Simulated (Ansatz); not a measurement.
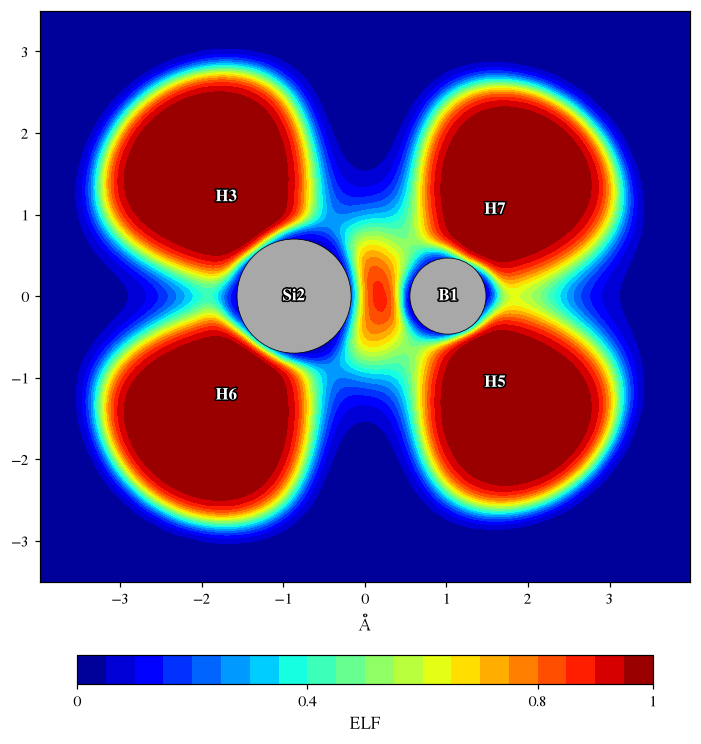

Figure. BH5Si. ELF on the plane of atoms H5, B1 and H7. Grey discs cover the atomic cores.

Geometry: PBE0-D3(BJ)/def2-SVP.

Theory: isolated molecule in a Gaussian basis; Kohn-Sham density functional theory, functional PBE0 in Ansatz.

```xyz
7

B    -0.4631    0.2663    1.3297
Si    0.4309    0.0004   -0.3162
H     0.7403   -1.3534   -0.8665
H    -1.1680   -0.1279    0.1780
H    -0.8561    1.3749    1.5946
H     0.3751    0.9808   -1.4419
H    -0.5376   -0.6614    2.0962
```

Read the bonding off the picture.

The plane passes through B, Si and H nuclei. Si–B (1.89 Å): the ELF peaks at about 0.90 between the atoms (localised, covalent bonding). B–H (1.21 Å): the ELF climbs to about 1 towards the hydrogen, as it does in any bond to H (an ordinary covalent bond to hydrogen). Si–H (1.49 Å): the ELF climbs to about 1 towards the hydrogen.
